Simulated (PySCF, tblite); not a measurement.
# Si3H5O3−, a small gas-phase stand-in for a defect centre (silica 3-ring): NMR shifts, core binding energies and electronic excitations

What NMR shifts, core binding energies and electronic excitations should one expect for `O1[SiH]O[SiH2]O[SiH2]1`? It is drawn as: dangling bond, charged.

Computed with tblite 0.8.0 and PySCF 2.14.0; each step states its level. No surroundings beyond the atoms listed, unless a continuum is named. Atoms count from 0, parts from 1.

## Step 1: The system as given

11 atoms, charge -1, multiplicity 1; geometry: distance geometry start.

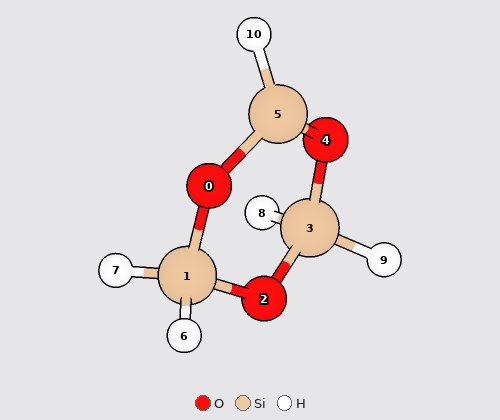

The starting geometry (oxygen red, silicon light orange, hydrogen white), atoms numbered.

## Step 2: Geometry optimisation with GFN2-xTB

Job settings and geometry (Å):

```
{"job": {"kind": "relax", "xc": "GFN2-xTB", "basis": "xTB"}, "charge": -1, "multiplicity": 1}
O      1.425959    -1.768075     0.897169
Si    -0.282657    -1.487647     1.197765
O     -1.081394    -1.039545    -0.345126
Si    -0.356495     0.042602    -1.558312
O      1.369979    -0.321490    -1.718864
Si     2.330230    -1.202733    -0.549895
H     -0.859708    -2.699153     1.684661
H     -0.440184    -0.477754     2.129534
H     -0.532023     1.387208    -1.173251
H     -1.028258    -0.181766    -2.817467
H      3.638161    -0.710590    -0.293642
```

With the program's defaults for keys left out, this is: GFN2-xTB geometry optimisation, gas phase.

Started as:

```sh
OMP_NUM_THREADS=1 python cluster_run.py task.json out
```

The driver reads the jobs from task.json and runs them one after another.

Standard output:

```text
step      E/eV     max force
  0    -552.76743    5.588
  1    -554.05853    3.014
  2    -554.40585    6.035
  3    -554.88984    1.592
  4    -555.03253    1.172
  5    -555.29823    1.066
  6    -555.36436    1.004
  7    -555.46807    0.798
  8    -555.52570    0.905
  9    -555.55897    0.556
 10    -555.57845    0.365
 11    -555.59186    0.388
 12    -555.60811    0.490
 13    -555.61965    0.305
 14    -555.62573    0.203
 15    -555.63010    0.182
 16    -555.63451    0.218
 17    -555.63799    0.220
 18    -555.64074    0.209
 19    -555.64346    0.146
 20    -555.64696    0.219
 21    -555.65209    0.247
 22    -555.65958    0.297
 23    -555.66850    0.408
 24    -555.67713    0.401
 25    -555.68535    0.295
 26    -555.69055    0.259
 27    -555.69397    0.168
 28    -555.69696    0.173
 29    -555.69997    0.155
 30    -555.70271    0.121
 31    -555.70525    0.129
 32    -555.70794    0.143
 33    -555.71078    0.154
 34    -555.71293    0.139
 35    -555.71384    0.081
 36    -555.71434    0.046
 37    -555.71451    0.038
 38    -555.71468    0.027
 39    -555.71477    0.021
 40    -555.71484    0.021
 41    -555.71489    0.015
 42    -555.71492    0.014
 43    -555.71494    0.017
 44    -555.71497    0.016
 45    -555.71501    0.018
 46    -555.71507    0.021
 47    -555.71513    0.019
 48    -555.71519    0.017
 49    -555.71523    0.020
 50    -555.71526    0.020
 51    -555.71530    0.019
 52    -555.71535    0.020
 53    -555.71544    0.027
 54    -555.71558    0.037
 55    -555.71576    0.037
 56    -555.71588    0.022
 57    -555.71591    0.012
 58    -555.71593    0.012
 59    -555.71594    0.013
 60    -555.71596    0.017
 61    -555.71599    0.015
 62    -555.71600    0.007
```

It took 1.8 s on 1 thread of Arm Neoverse V1, shared host.

The steps of the relaxation:

| step | energy from step 0 (eV) | largest force (eV/Å) |
| --- | --- | --- |
| 0 | 0.0000 | 5.5875 |
| 2 | -1.6384 | 6.0345 |
| 4 | -2.2651 | 1.1718 |
| 6 | -2.5969 | 1.0044 |
| 8 | -2.7583 | 0.9046 |
| 10 | -2.8110 | 0.3648 |
| 12 | -2.8407 | 0.4902 |
| 14 | -2.8583 | 0.2027 |
| 16 | -2.8671 | 0.2181 |
| 18 | -2.8733 | 0.2089 |
| 20 | -2.8795 | 0.2195 |
| 22 | -2.8922 | 0.2978 |
| 24 | -2.9097 | 0.4006 |
| 26 | -2.9231 | 0.2592 |
| 28 | -2.9295 | 0.1731 |
| 30 | -2.9353 | 0.1212 |
| 32 | -2.9405 | 0.1433 |
| 34 | -2.9455 | 0.1391 |
| 36 | -2.9469 | 0.0455 |
| 38 | -2.9473 | 0.0273 |
| 40 | -2.9474 | 0.0218 |
| 42 | -2.9475 | 0.0140 |
| 44 | -2.9475 | 0.0164 |
| 46 | -2.9476 | 0.0212 |
| 48 | -2.9478 | 0.0170 |
| 50 | -2.9478 | 0.0197 |
| 52 | -2.9479 | 0.0205 |
| 54 | -2.9482 | 0.0368 |
| 56 | -2.9484 | 0.0224 |
| 58 | -2.9485 | 0.0112 |
| 60 | -2.9485 | 0.0166 |
| 62 | -2.9486 | 0.0072 |

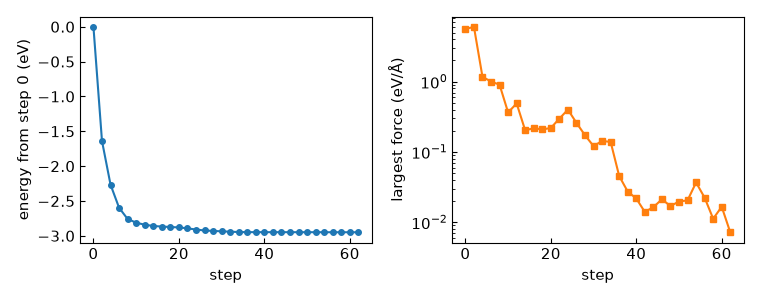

Energy and largest force along the relaxation.

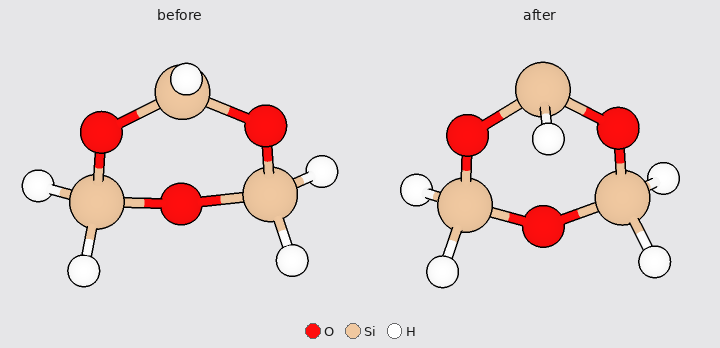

The geometry before (left) and after (right).

Distances of close pairs at the start and the end, largest changes first:

| bond | before (Å) | after (Å) | change (Å) |
| --- | --- | --- | --- |
| Si3–O4 | 1.772 | 1.573 | -0.199 |
| O0–Si1 | 1.757 | 1.573 | -0.185 |
| Si1–O2 | 1.794 | 1.628 | -0.167 |
| O2–Si3 | 1.780 | 1.628 | -0.152 |
| Si1–H7 | 1.383 | 1.477 | +0.094 |
| Si5–H10 | 1.421 | 1.508 | +0.088 |
| Si3–H8 | 1.410 | 1.477 | +0.067 |
| O0–Si5 | 1.798 | 1.752 | -0.045 |

## Step 3: Optimising the geometry at PBE0-D3(BJ)/def2-SVP

Job settings and geometry (Å):

```
{"job": {"xc": "PBE0", "basis": "def2-SVP", "d3": "d3bj", "grid": 2, "kind": "geom", "shake": 0.01}, "charge": -1, "multiplicity": 1}
O      0.970805    -1.155391     0.913276
Si    -0.517621    -0.686737     1.273657
O     -1.341575     0.045106     0.058129
Si    -0.555171     0.717077    -1.227795
O      0.874923     0.200417    -1.491550
Si     1.979124    -0.641576    -0.424024
H     -1.311057    -1.877102     1.566987
H     -0.509676     0.294956     2.382750
H     -0.630049     2.175975    -0.960065
H     -1.444646     0.313280    -2.342670
H      2.517632     0.585496     0.261602
```

Standard output:

```text
step   0  E = -1096.34642048  max force = 0.064197
step   1  E = -1096.36295344  max force = 0.012863
step   2  E = -1096.36359441  max force = 0.006153
step   3  E = -1096.36388383  max force = 0.002424
step   4  E = -1096.36407567  max force = 0.004741
step   5  E = -1096.36483676  max force = 0.014494
step   6  E = -1096.36535502  max force = 0.009689
step   7  E = -1096.36616273  max force = 0.003967
step   8  E = -1096.36625123  max force = 0.001635
step   9  E = -1096.36631117  max force = 0.001135
step  10  E = -1096.36638024  max force = 0.001332
step  11  E = -1096.36645284  max force = 0.001811
step  12  E = -1096.36654878  max force = 0.002295
step  13  E = -1096.36657984  max force = 0.001614
step  14  E = -1096.36659475  max force = 0.000377
optimisation converged
```

Run time: 2.2 min. Hardware: 1 thread of Arm Neoverse V1, shared host; peak memory 0.66 GiB.

Along the way:

| step | energy from step 0 (eV) | largest force component (eV/Å) |
| --- | --- | --- |
| 0 | 0.0000 | 3.3011 |
| 1 | -0.4499 | 0.6614 |
| 2 | -0.4673 | 0.3164 |
| 3 | -0.4752 | 0.1246 |
| 4 | -0.4804 | 0.2438 |
| 5 | -0.5011 | 0.7453 |
| 6 | -0.5152 | 0.4982 |
| 7 | -0.5372 | 0.2040 |
| 8 | -0.5396 | 0.0841 |
| 9 | -0.5413 | 0.0584 |
| 10 | -0.5431 | 0.0685 |
| 11 | -0.5451 | 0.0931 |
| 12 | -0.5477 | 0.1180 |
| 13 | -0.5486 | 0.0830 |
| 14 | -0.5490 | 0.0194 |

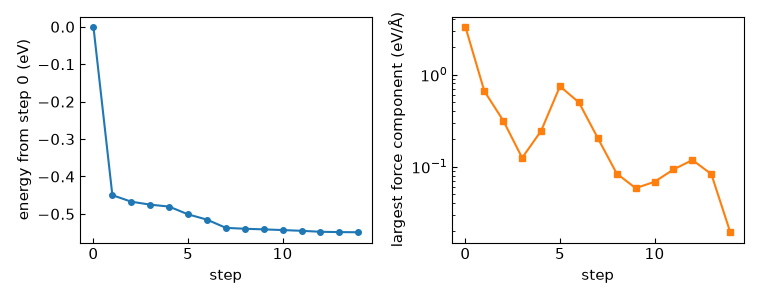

Energy and force, step by step.

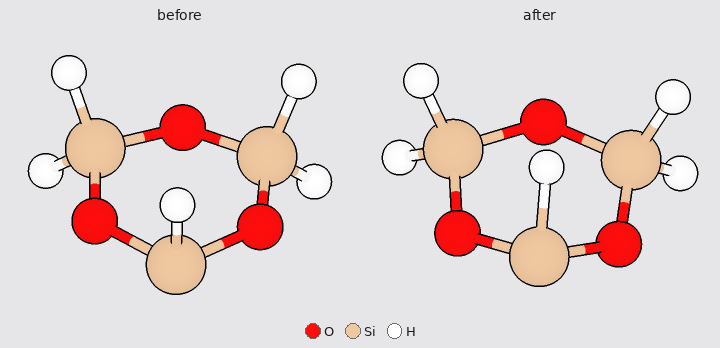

The geometry before (left) and after (right).

Close pairs (by a distance rule), those that changed most:

| bond | before (Å) | after (Å) | change (Å) |
| --- | --- | --- | --- |
| Si5–H10 | 1.505 | 1.593 | +0.088 |
| Si3–O4 | 1.543 | 1.628 | +0.085 |
| O4–Si5 | 1.752 | 1.798 | +0.047 |
| O0–Si5 | 1.752 | 1.796 | +0.044 |
| Si1–H6 | 1.460 | 1.503 | +0.043 |
| Si1–O2 | 1.641 | 1.673 | +0.032 |
| O0–Si1 | 1.602 | 1.629 | +0.027 |
| O2–Si3 | 1.650 | 1.674 | +0.023 |

The next job starts from the end point, and lists it.

| at the end point | value |
| --- | --- |
| point group (found at 0.08 Å tolerance) | Cs |
| rotational constants (GHz, main isotopes) | 2.449, 2.331, 1.283 |

## Step 4: NMR shieldings: PBE0/aug-pcSseg-2

Job settings and geometry (Å):

```
{"job": {"kind": "nmr", "xc": "PBE0", "basis": "aug-pcSseg-2"}, "charge": -1, "multiplicity": 1}
O      0.961944    -1.370992     0.767167
Si    -0.414895    -0.712011     1.334711
O     -1.205923     0.165085     0.150138
Si    -0.541461     0.659548    -1.304374
O      0.829742    -0.153881    -1.635514
Si     2.051091    -0.492843    -0.359586
H     -1.365722    -1.785351     1.786204
H     -0.194606     0.204542     2.504827
H     -0.348005     2.147491    -1.231500
H     -1.577235     0.398156    -2.362365
H      1.837835     0.911841     0.360814
```

Method: GIAO PBE0/aug-pcSseg-2 NMR shielding, non-relativistic, gas phase.

Standard output:

```text
coarse grid: 11232 points
cycle   1  E = -1096.6702926893  dE =  6.050e-01  |g| = 1.308e+00  |ddm| = 3.661e+00
cycle   2  E = -1095.7748113117  dE =  8.955e-01  |g| = 2.462e+00  |ddm| = 5.866e+00
cycle   3  E = -1096.9763858322  dE = -1.202e+00  |g| = 1.927e-01  |ddm| = 4.677e+00
cycle   4  E = -1096.9795077923  dE = -3.122e-03  |g| = 1.664e-01  |ddm| = 4.848e-01
cycle   5  E = -1096.9843380233  dE = -4.830e-03  |g| = 2.573e-02  |ddm| = 1.944e-01
cycle   6  E = -1096.9844748214  dE = -1.368e-04  |g| = 3.452e-03  |ddm| = 7.314e-02
cycle   7  E = -1096.9844776651  dE = -2.844e-06  |g| = 6.669e-04  |ddm| = 1.211e-02
final grid: 96264 points
cycle   8  E = -1096.9866616936  dE = -4.801e-05  |g| = 7.955e-03  |ddm| = 2.238e-01
cycle   9  E = -1096.9866439606  dE =  1.773e-05  |g| = 1.266e-02  |ddm| = 2.862e-02
cycle  10  E = -1096.9866714482  dE = -2.749e-05  |g| = 7.872e-04  |ddm| = 1.512e-02
cycle  11  E = -1096.9866715335  dE = -8.524e-08  |g| = 4.422e-04  |ddm| = 1.661e-03
cycle  12  E = -1096.9866715687  dE = -3.520e-08  |g| = 8.743e-05  |ddm| = 5.603e-04
cycle  13  E = -1096.9866715699  dE = -1.283e-09  |g| = 1.863e-05  |ddm| = 2.387e-04
cycle  14  E = -1096.9866715700  dE = -8.845e-11  |g| = 2.535e-06  |ddm| = 6.038e-05
converged SCF energy = -1096.9866715700

GIAO shielding tensors (ppm)
atom      isotropic    diamagn.    paramagn.     s11        s22        s33       span
  0 O      200.503     387.090    -186.588     91.286    168.156    342.067    250.781
  1 Si     393.477     866.441    -472.964    363.387    387.955    429.089     65.702
  2 O      228.683     395.814    -167.131    159.485    226.647    299.918    140.432
  3 Si     393.465     866.386    -472.921    361.871    388.878    429.647     67.775
  4 O      199.455     386.427    -186.971     89.225    165.814    343.326    254.100
  5 Si     302.768     870.506    -567.739    185.401    263.148    459.753    274.352
  6 H       25.982      26.823      -0.841     23.170     23.605     31.172      8.002
  7 H       26.215      27.330      -1.115     23.193     24.200     31.252      8.059
  8 H       26.214      27.300      -1.086     23.232     24.185     31.227      7.995
  9 H       25.974      26.729      -0.755     23.135     23.595     31.192      8.057
 10 H       23.749      30.318      -6.569     22.340     23.052     25.856      3.516
```

It took 2.2 min on 1 thread of Arm Neoverse V1, shared host; peak memory 2 GiB.

No reference compound was run at this level, so shieldings alone are listed. Atoms listed in one row are averaged.

| atoms | environment | σ (ppm) |
| --- | --- | --- |
| H10 | hydrogen on a silicon bonded to 2 O | 23.75 |
| H6, H9 | hydrogen on a silicon bonded to 2 O | 25.98 |
| H8 | hydrogen on a silicon bonded to 2 O | 26.21 |
| H7 | hydrogen on a silicon bonded to 2 O | 26.21 |
| O0, O4 | oxygen bonded to 2 Si | 200.0 |
| O2 | oxygen bonded to 2 Si | 228.7 |
| Si5 | silicon bonded to 2 O, H | 302.8 |
| Si1, Si3 | silicon bonded to 2 O, 2 H | 393.5 |

The run also stored atomic charges by several schemes (e):

| atoms | IAO | Hirshfeld | ESP fit |
| --- | --- | --- | --- |
| O0, O4 | -0.90 | -0.37 | -0.20 |
| Si1, Si3 | 1.19 | 0.37 | 0.60 |
| O2 | -0.91 | -0.34 | -0.45 |
| Si5 | 0.39 | -0.04 | -0.65 |

ESP fit charges:

| atom | value (e) |
| --- | --- |
| O0 | -0.20 |
| Si1 | 0.58 |
| O2 | -0.45 |
| Si3 | 0.62 |
| O4 | -0.21 |
| Si5 | -0.65 |
| H6 | -0.18 |
| H7 | -0.17 |
| H8 | -0.18 |
| H9 | -0.19 |
| H10 | 0.01 |

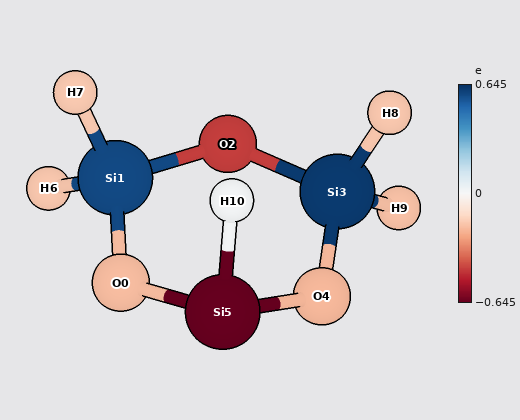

ESP fit charges, as colours on the atoms.

Mulliken charges and Mayer bond orders break down with diffuse functions, so they are left out here.

With diffuse functions Mulliken charges and Mayer bond orders lose their meaning; the other schemes are steadier.

Ring of atoms O0, Si1, O2, Si3, O4, Si5: NICS(0) -1.0, NICS(1) -0.7, NICS(1)zz 2.7 ppm (means of both faces).

The fields below are evaluated on a grid from the run's orbitals.

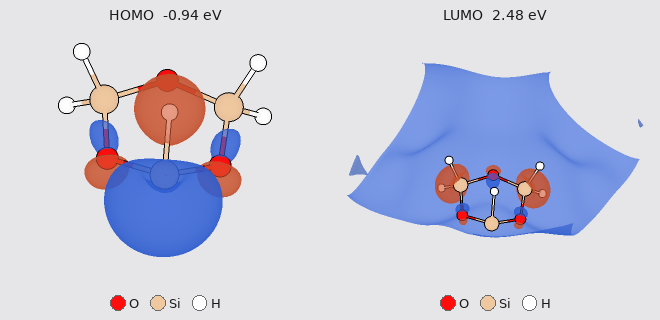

PBE0/aug-pcSseg-2 orbitals near the gap, drawn at the value that encloses 70 % of each; the two colours are the two signs. The LUMO is diffuse and is cut off by the edge of the grid.

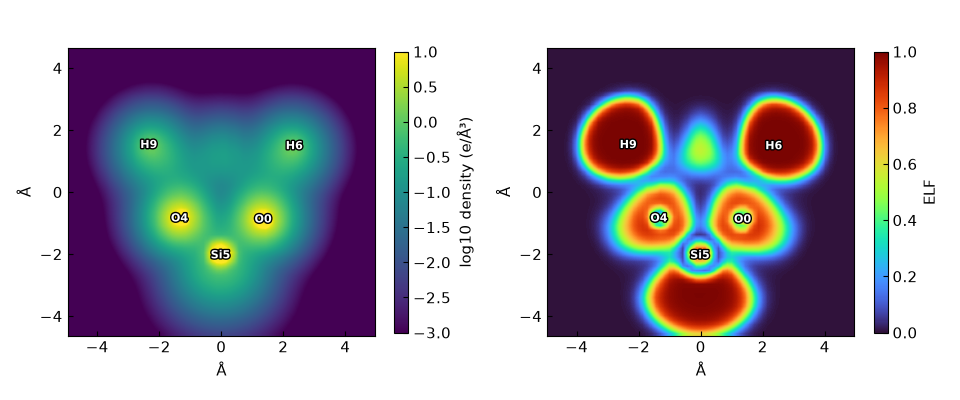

Density (left) and ELF (right) in a plane through or near 5 of the atoms.

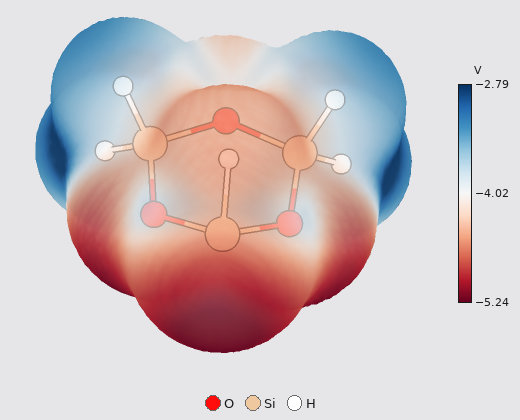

Electrostatic potential on the surface of density 0.002 e/bohr³; red is low, blue high. It runs from -5.24 V near Si5 to -2.79 V near H6.

(Part 1 of 2 ends here.)
